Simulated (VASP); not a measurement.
# AsRu under strain, part 3 of 4

Aim: follow the pressure of AsRu through compression, expansion and shear. All runs use PBEsol. Left out of this account: 1 further run (fields: a reference on another mesh). The start is a computed cell from the Materials Project.

VASP 6.6.1; PBEsol; plane waves and PAW (As, Ru_pv).

Still holding for the runs below: Spin-orbit coupling is off here; it would split degenerate levels.

So far, pressure (GPa): step 2 (bands, cell as listed) -4.13; step 3 (cell volume +4.0 %) -11.2; step 4 (cell volume +8.0 %) -16.8.

### 5. Bands, sheared, principal strains -2.5, +0.8, +1.7 %

The cell is sheared at fixed volume, which lowers its symmetry.

File INCAR:

```
SYSTEM = AsRu
PREC = Accurate
ENCUT = 400
EDIFF = 1E-06
NELM = 100
ISMEAR = -1
SIGMA = 0.05
LREAL = .FALSE.
ALGO = Normal
GGA = PS
NBANDS = 59
LASPH = .TRUE.
LORBIT = 11
LWAVE = .FALSE.
LCHARG = .FALSE.
KPAR = 8
```

File POSCAR:

```
AsRu
1.0
    5.7991980000      0.0519390000      0.0373580000
    0.0302920000      3.3398810000     -0.0500970000
    0.0415110000     -0.0954460000      6.3020320000
As Ru
4 4
Direct
    0.6962201500      0.2500000000      0.0699048100
    0.3037798500      0.7500000000      0.9300951900
    0.1962201500      0.2500000000      0.4300951900
    0.8037798500      0.7500000000      0.5699048100
    0.4945708900      0.2500000000      0.7044635600
    0.5054291100      0.7500000000      0.2955364400
    0.9945708900      0.2500000000      0.7955364400
    0.0054291100      0.7500000000      0.2044635600
```

File KPOINTS:

```
Automatic mesh
0
Gamma
5 9 5
0 0 0
```

File KPOINTS_OPT:

```
Line mode
12
Line-mode
Reciprocal
  0.00000000   0.00000000  -0.50000000 X
  0.00000000   0.00000000   0.00000000 GAMMA

  0.00000000   0.00000000   0.00000000 GAMMA
 -0.50000000   0.00000000   0.00000000 Y

 -0.50000000   0.00000000  -0.50000000 L
  0.00000000   0.00000000   0.00000000 GAMMA

  0.00000000   0.00000000   0.00000000 GAMMA
  0.50000000   0.50000000   0.00000000 Z

  0.50000000   0.50000000  -0.50000000 N
  0.00000000   0.00000000   0.00000000 GAMMA

  0.00000000   0.00000000   0.00000000 GAMMA
  0.00000000   0.50000000   0.00000000 M

  0.00000000   0.50000000  -0.50000000 R
  0.00000000   0.00000000   0.00000000 GAMMA
```

Potentials, in the order of the species: As and Ru_pv (PBE family, release 64).

Launch:

```
> mpirun -np 8 vasp_std
```

What it wrote:

```text
[... set-up lines as in an earlier step ...]
 entering main loop
       N       E                     dE             d eps       ncg     rms          rms(c)
DAV:   1     0.667331638388E+03    0.66733E+03   -0.35986E+04 14430   0.106E+03
DAV:   2    -0.350465036204E+02   -0.70238E+03   -0.66882E+03 14586   0.350E+02
DAV:   3    -0.646261244135E+02   -0.29580E+02   -0.28906E+02 15256   0.719E+01
DAV:   4    -0.650149021610E+02   -0.38878E+00   -0.38801E+00 15177   0.744E+00
DAV:   5    -0.650251023111E+02   -0.10200E-01   -0.10199E-01 18127   0.113E+00    0.269E+01
DAV:   6    -0.636488748492E+02    0.13762E+01   -0.63445E+00 14459   0.151E+01    0.855E+00
DAV:   7    -0.635173111948E+02    0.13156E+00   -0.26647E+00 14061   0.859E+00    0.858E+00
DAV:   8    -0.637249256361E+02   -0.20761E+00   -0.66595E+00 14428   0.825E+00    0.789E+00
DAV:   9    -0.632065198455E+02    0.51841E+00   -0.15282E+00 14412   0.501E+00    0.552E-01
DAV:  10    -0.632033638747E+02    0.31560E-02   -0.23374E-02 15553   0.660E-01    0.375E-01
DAV:  11    -0.632031006688E+02    0.26321E-03   -0.25223E-03 15736   0.267E-01    0.170E-01
DAV:  12    -0.632030632441E+02    0.37425E-04   -0.25505E-04 15726   0.869E-02    0.333E-02
DAV:  13    -0.632030583804E+02    0.48637E-05   -0.44540E-05 16458   0.262E-02    0.111E-02
DAV:  14    -0.632030572932E+02    0.10872E-05   -0.33651E-06 13636   0.751E-03    0.587E-03
DAV:  15    -0.632030568983E+02    0.39486E-06   -0.54490E-07  8163   0.372E-03
   1 F= -.63203057E+02 E0= -.63178522E+02  d E =-.490689E-01
 Start KPOINTS_OPT (optional k-point list driver)
k-point batch [1-84\84]
       N       E                     dE             ncg
DAV:   1     0.233108304295E+05   -0.57529E+05    10712
DAV:   2    -0.362059415638E+05   -0.59517E+05    10868
DAV:   3    -0.386244055265E+05   -0.24185E+04    11478
DAV:   4    -0.386579717389E+05   -0.33566E+02    11520
DAV:   5    -0.386589826519E+05   -0.10109E+01    14121
DAV:   6    -0.386590140043E+05   -0.31352E-01    12338
DAV:   7    -0.386590143820E+05   -0.37770E-03    13343
DAV:   8    -0.386590143885E+05   -0.65200E-05     7738
DAV:   9    -0.386590143891E+05   -0.55671E-06     7311
```

Elapsed: 3 min, on 8 MPI ranks of AMD EPYC 7R13 (Zen 3), shared host; peak memory 5.7 GiB; 23 min of CPU time.

Parts of OUTCAR (step 5):

```text
   k-points           NKPTS =    113   k-points in BZ     NKDIM =    113   number of bands    NBANDS=     59

   ENCUT  =  400.0 eV  29.40 Ry    5.42 a.u.   9.46  5.45 10.28*2*pi/ulx,y,z

   NELECT =      76.0000    total number of electrons

 E-fermi :   9.7303

 k-point     1 :       0.0000    0.0000    0.0000
  band No.  band energies     occupation
    ...
     35       8.8263      2.00000
     36       8.9312      2.00000
     37       9.1041      1.99999
     38       9.2603      1.99983
     39       9.4263      1.99543
     40      10.3797      0.00000
     41      10.9402      0.00000
     42      11.8634      0.00000
     43      12.1319      0.00000
     44      12.2555      0.00000
    ...

  Total       -4.9611199     -2.7926588     -1.1628330     -1.4569775      2.7899570     -0.9029790
  in kB      -65.1424273    -36.6692555    -15.2686829    -19.1309724     36.6337788    -11.8566456
  external PRESSURE =     -39.0267886 kB  Pullay stress =       0.0000000 kB

 POSITION                                       TOTAL-FORCE (eV/Angst)
 -----------------------------------------------------------------------------------
      4.04799      0.86446      0.45403         0.002375     -0.328763     -0.062129
      1.82301      2.43191      5.83527        -0.002375      0.328763      0.062129
      1.16335      0.80411      2.70528         0.072227      0.166307      0.025974
      4.70765      2.49226      3.58401        -0.072227     -0.166307     -0.025974
      2.90493      0.79342      4.44550         0.125320     -0.197587     -0.223270
      2.96607      2.50295      1.84379        -0.125320      0.197587      0.223270
      5.80831      0.81070      5.03813         0.163974      0.057146      0.072422
      0.06269      2.48568      1.25117        -0.163974     -0.057146     -0.072422
 -----------------------------------------------------------------------------------
    total drift:                               -0.000000     -0.000000     -0.000000

  FREE ENERGIE OF THE ION-ELECTRON SYSTEM (eV)
  ---------------------------------------------------
  free  energy   TOTEN  =       -63.2030568983 eV

  energy  without entropy=      -63.1539880045  energy(sigma->0) =      -63.17852245

[... 1 part as in an earlier step ...]

[... 14 further parts left out ...]
```

The path and its labels are those of the sheared lattice, so a letter need not mean the same point as in the unstrained cell.

This step gave:

```yaml
scf_cycles: 15
irreducible_k_points: 113
symmetry_operations: 2
free_energy_toten: -63.2031 eV
energy_at_zero_smearing: -63.1785 eV
fermi_energy: 9.730 eV
pressure: -3.903 GPa
```

Electronic bands along the path, in eV, zero at the Fermi level; # counts the bands kept, so #1 is VASP's band 17:

| point | #19 | #20 | #21 | #22 | #23 | #24 | #25 | #26 |
| --- | --- | --- | --- | --- | --- | --- | --- | --- |
| X | -1.21 | -1.18 | -0.66 | -0.64 | 1.35 | 1.36 | 1.74 | 1.78 |
| Γ | -0.90 | -0.80 | -0.63 | -0.47 | -0.30 | 0.65 | 1.21 | 2.13 |
| Y | -0.81 | -0.77 | -0.64 | -0.63 | 0.29 | 0.38 | 2.30 | 2.33 |
| jump to L | -1.10 | -1.08 | -0.43 | -0.39 | 1.23 | 1.30 | 1.34 | 1.39 |
| Γ | -0.90 | -0.80 | -0.63 | -0.47 | -0.30 | 0.65 | 1.21 | 2.13 |
| Z | -0.46 | -0.37 | -0.03 | 0.00 | 0.03 | 0.04 | 1.45 | 1.56 |
| jump to N | -0.81 | -0.81 | -0.08 | -0.03 | 0.02 | 0.03 | 2.36 | 2.36 |
| Γ | -0.90 | -0.80 | -0.63 | -0.47 | -0.30 | 0.65 | 1.21 | 2.13 |
| M | -0.81 | -0.77 | -0.10 | -0.10 | 0.16 | 0.16 | 1.40 | 1.41 |
| jump to R | -0.94 | -0.92 | -0.07 | -0.03 | 0.00 | 0.04 | 1.25 | 1.29 |
| Γ | -0.90 | -0.80 | -0.63 | -0.47 | -0.30 | 0.65 | 1.21 | 2.13 |

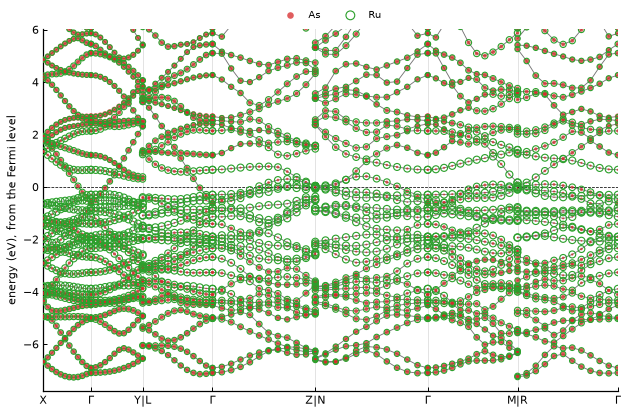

Electronic bands along the path; dots are coloured as in the legend, and their area grows with the weight.

Force by atom:

```
atom  x (eV/Å)  y (eV/Å)  z (eV/Å)   size
 As1     0.002    -0.329    -0.062  0.335
 As2    -0.002     0.329     0.062  0.335
 As3     0.072     0.166     0.026  0.183
 As4    -0.072    -0.166    -0.026  0.183
 Ru5     0.125    -0.198    -0.223  0.323
 Ru6    -0.125     0.198     0.223  0.323
 Ru7     0.164     0.057     0.072  0.188
 Ru8    -0.164    -0.057    -0.072  0.188
```

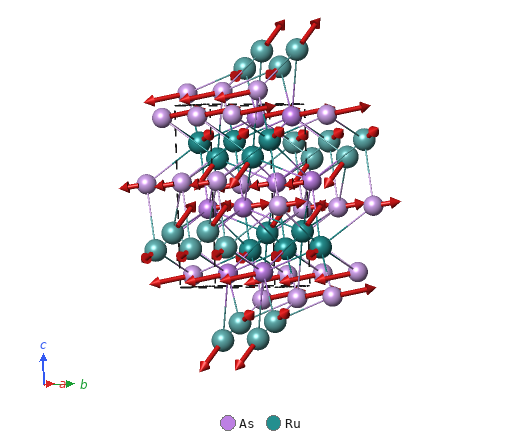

Force as arrows, the longest 0.335 eV/Å. 2×1×1 cells are drawn. Some periodic images of atoms are drawn too.

 The pressure is -3.90 GPa, and the symmetry operations fall from 8 to 2.

### 6. Bands, volume times 0.96

The cell is compressed evenly, with fractional positions held.

INCAR is that of step 5.

POSCAR, as its differences from that of step 5:

```diff
@@ -2,5 +2,5 @@
 1.0
-    5.7991980000      0.0519390000      0.0373580000
-    0.0302920000      3.3398810000     -0.0500970000
-    0.0415110000     -0.0954460000      6.3020320000
+    5.6540411557      0.0000000000      0.0000000000
+    0.0000000000      3.2975999637      0.0000000000
+    0.0000000000      0.0000000000      6.2826169778
 As Ru
```

KPOINTS is that of step 5.

File KPOINTS_OPT:

```
Line mode
12
Line-mode
Reciprocal
  0.00000000   0.00000000   0.00000000 GAMMA
  0.00000000  -0.50000000   0.00000000 X

  0.00000000  -0.50000000   0.00000000 X
 -0.50000000  -0.50000000   0.00000000 S

 -0.50000000  -0.50000000   0.00000000 S
 -0.50000000   0.00000000   0.00000000 Y

 -0.50000000   0.00000000   0.00000000 Y
  0.00000000   0.00000000   0.00000000 GAMMA

  0.00000000   0.00000000   0.00000000 GAMMA
  0.00000000   0.00000000  -0.50000000 Z

  0.00000000   0.00000000  -0.50000000 Z
  0.00000000  -0.50000000  -0.50000000 U

  0.00000000  -0.50000000  -0.50000000 U
 -0.50000000  -0.50000000  -0.50000000 R

 -0.50000000  -0.50000000  -0.50000000 R
 -0.50000000   0.00000000  -0.50000000 T

 -0.50000000   0.00000000  -0.50000000 T
  0.00000000   0.00000000  -0.50000000 Z

 -0.50000000   0.00000000   0.00000000 Y
 -0.50000000   0.00000000  -0.50000000 T

  0.00000000  -0.50000000  -0.50000000 U
  0.00000000  -0.50000000   0.00000000 X

 -0.50000000  -0.50000000   0.00000000 S
 -0.50000000  -0.50000000  -0.50000000 R
```

Launch:

```
> mpirun -np 8 vasp_std
```

What it wrote:

```text
[... set-up lines as in an earlier step ...]
 entering main loop
       N       E                     dE             d eps       ncg     rms          rms(c)
DAV:   1     0.678336839313E+03    0.67834E+03   -0.35885E+04  5646   0.106E+03
DAV:   2    -0.353598015078E+02   -0.71370E+03   -0.68034E+03  5821   0.354E+02
DAV:   3    -0.646629764631E+02   -0.29303E+02   -0.28706E+02  6122   0.727E+01
DAV:   4    -0.650308184495E+02   -0.36784E+00   -0.36716E+00  6036   0.737E+00
DAV:   5    -0.650406408836E+02   -0.98224E-02   -0.98209E-02  7141   0.112E+00    0.297E+01
DAV:   6    -0.636536291768E+02    0.13870E+01   -0.56138E+00  5807   0.145E+01    0.969E+00
DAV:   7    -0.633870204591E+02    0.26661E+00   -0.98715E-01  5613   0.642E+00    0.792E+00
DAV:   8    -0.632705575277E+02    0.11646E+00   -0.29742E-01  5953   0.309E+00    0.662E-01
DAV:   9    -0.632699322067E+02    0.62532E-03   -0.72974E-03  6450   0.351E-01    0.425E-01
DAV:  10    -0.632696074483E+02    0.32476E-03   -0.17304E-03  5865   0.234E-01    0.105E-01
DAV:  11    -0.632695316171E+02    0.75831E-04   -0.23122E-04  6088   0.778E-02    0.334E-02
DAV:  12    -0.632695331555E+02   -0.15384E-05   -0.25092E-05  6428   0.196E-02    0.739E-03
DAV:  13    -0.632695318718E+02    0.12837E-05   -0.33153E-06  5539   0.955E-03    0.362E-03
DAV:  14    -0.632695315992E+02    0.27257E-06   -0.16275E-07  3316   0.196E-03
   1 F= -.63269532E+02 E0= -.63246900E+02  d E =-.452635E-01
 Start KPOINTS_OPT (optional k-point list driver)
k-point batch [1-45\144]
       N       E                     dE             ncg
DAV:   1     0.117884756849E+05   -0.54720E+05     5710
DAV:   2    -0.201989085102E+05   -0.31987E+05     5828
DAV:   3    -0.214949518489E+05   -0.12960E+04     6154
DAV:   4    -0.215123057906E+05   -0.17354E+02     6131
DAV:   5    -0.215127990065E+05   -0.49322E+00     7432
DAV:   6    -0.215128175857E+05   -0.18579E-01     6659
DAV:   7    -0.215128177669E+05   -0.18117E-03     6882
DAV:   8    -0.215128177709E+05   -0.39989E-05     4084
DAV:   9    -0.215128177712E+05   -0.36626E-06     3848
[...]
k-point batch [136-144\144]
       N       E                     dE             ncg
DAV:   1     0.575849260530E+05   -0.19484E+05     1142
DAV:   2     0.511848370495E+05   -0.64001E+04     1161
DAV:   3     0.509259371420E+05   -0.25890E+03     1201
DAV:   4     0.509228306701E+05   -0.31065E+01     1256
DAV:   5     0.509227591103E+05   -0.71560E-01     1471
DAV:   6     0.509227574700E+05   -0.16403E-02     1332
DAV:   7     0.509227574597E+05   -0.10303E-04     1326
DAV:   8     0.509227574596E+05   -0.96108E-07      772
```

Elapsed: 2.4 min, on 8 MPI ranks; peak memory 3.1 GiB.

OUTCAR, selected parts (step 6):

```text
   ENCUT  =  400.0 eV  29.40 Ry    5.42 a.u.   9.22  5.38 10.25*2*pi/ulx,y,z

   NELECT =      76.0000    total number of electrons

 E-fermi :  10.3515

 k-point     1 :       0.0000    0.0000    0.0000
  band No.  band energies     occupation
    ...
     35       9.3969      2.00000
     36       9.4432      2.00000
     37       9.6262      2.00000
     38       9.9162      1.99967
     39      10.0261      1.99702
     40      11.1563      0.00000
     41      11.7564      0.00000
     42      12.6436      0.00000
     43      12.8862      0.00000
     44      13.0911      0.00000
    ...

  Total        3.5365871      2.7919732      4.4641969     -0.0000000      0.0000000      0.0000000
  in kB       48.3723767     38.1877708     61.0599439     -0.0000000      0.0000000      0.0000000
  external PRESSURE =      49.2066971 kB  Pullay stress =       0.0000000 kB

 POSITION                                       TOTAL-FORCE (eV/Angst)
 -----------------------------------------------------------------------------------
      3.93646      0.82440      0.43919        -0.050872     -0.000000     -0.088634
      1.71758      2.47320      5.84343         0.050872     -0.000000      0.088634
      1.10944      0.82440      2.70212        -0.050872     -0.000000      0.088634
      4.54460      2.47320      3.58049         0.050872     -0.000000     -0.088634
      2.79632      0.82440      4.42587         0.227604      0.000000     -0.211553
      2.85772      2.47320      1.85674        -0.227604      0.000000      0.211553
      5.62334      0.82440      4.99805         0.227604      0.000000      0.211553
      0.03070      2.47320      1.28457        -0.227604     -0.000000     -0.211553
 -----------------------------------------------------------------------------------
    total drift:                               -0.000000     -0.000000     -0.000000

  FREE ENERGIE OF THE ION-ELECTRON SYSTEM (eV)
  ---------------------------------------------------
  free  energy   TOTEN  =       -63.2695315992 eV

  energy  without entropy=      -63.2242680660  energy(sigma->0) =      -63.24689983

[... 5 parts as in an earlier step ...]

[... 11 further parts left out ...]
```

This step gave:

* SCF cycles: 14
* irreducible k-points: 45
* symmetry operations: 8
* free energy (TOTEN): -63.2695 eV
* energy at zero smearing: -63.2469 eV
* Fermi energy: 10.35 eV
* pressure: 4.921 GPa

Electronic bands along the path, in eV, zero at the Fermi level; # counts the bands kept, so #1 is VASP's band 17:

```
    point    #19    #20    #21    #22    #23    #24   #25   #26
        Γ  -0.95  -0.91  -0.73  -0.44  -0.33   0.80  1.40  2.29
        X  -0.89  -0.89  -0.13  -0.13   0.18   0.18  1.52  1.52
        S  -0.46  -0.46   0.00   0.00   0.00   0.00  1.61  1.61
        Y  -0.82  -0.82  -0.70  -0.70   0.50   0.50  2.41  2.41
        Γ  -0.95  -0.91  -0.73  -0.44  -0.33   0.80  1.40  2.29
        Z  -1.24  -1.24  -0.65  -0.65   1.50   1.50  1.94  1.94
        U  -0.96  -0.96  -0.03  -0.03   0.00   0.00  1.33  1.33
        R  -0.92  -0.92  -0.01  -0.01  -0.01  -0.01  2.55  2.55
        T  -1.16  -1.16  -0.41  -0.41   1.39   1.39  1.54  1.54
        Z  -1.24  -1.24  -0.65  -0.65   1.50   1.50  1.94  1.94
jump to Y  -0.82  -0.82  -0.70  -0.70   0.50   0.50  2.41  2.41
        T  -1.16  -1.16  -0.41  -0.41   1.39   1.39  1.54  1.54
jump to U  -0.96  -0.96  -0.03  -0.03   0.00   0.00  1.33  1.33
        X  -0.89  -0.89  -0.13  -0.13   0.18   0.18  1.52  1.52
jump to S  -0.46  -0.46   0.00   0.00   0.00   0.00  1.61  1.61
        R  -0.92  -0.92  -0.01  -0.01  -0.01  -0.01  2.55  2.55
```

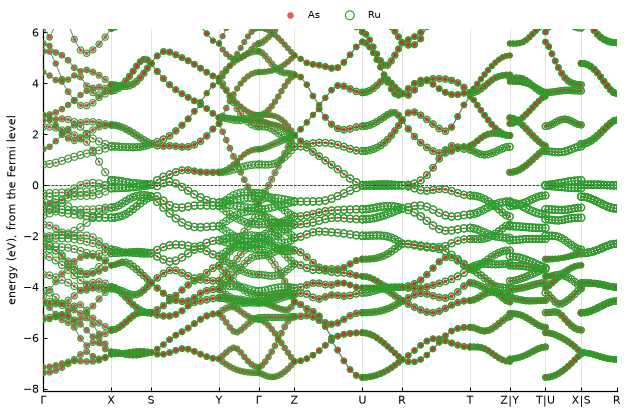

Electronic bands along the path; dots are coloured as in the legend, and their area grows with the weight.

Force by atom:

| atom | x (eV/Å) | y (eV/Å) | z (eV/Å) | size |
| --- | --- | --- | --- | --- |
| As1 | -0.051 | 0.000 | -0.089 | 0.102 |
| As2 | 0.051 | 0.000 | 0.089 | 0.102 |
| As3 | -0.051 | 0.000 | 0.089 | 0.102 |
| As4 | 0.051 | 0.000 | -0.089 | 0.102 |
| Ru5 | 0.228 | 0.000 | -0.212 | 0.311 |
| Ru6 | -0.228 | 0.000 | 0.212 | 0.311 |
| Ru7 | 0.228 | 0.000 | 0.212 | 0.311 |
| Ru8 | -0.228 | 0.000 | -0.212 | 0.311 |

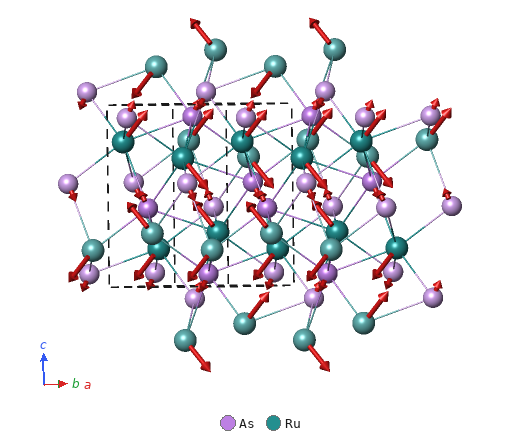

Force as arrows, the longest 0.311 eV/Å. 2×1×1 cells are drawn. Some periodic images of atoms are drawn too.

 The pressure is 4.92 GPa.

(Continued in part 4 of 4.)

[Lines on the potential files, build, host, timing and source positions are cut from VASP's logs without a mark.]

[Logs are printed without paths, hosts, clocks, repeated set-up lines and the standing remarks that a program may print on its own settings, such as how far it seeks lower states.]

[Hosts, paths, dates, database ids (printed as entryN), source tags and the programs' standing remarks are cut or masked in the printed files.]

[A measured line is paired with the nearest computed mode of its activity, which favours agreement.]
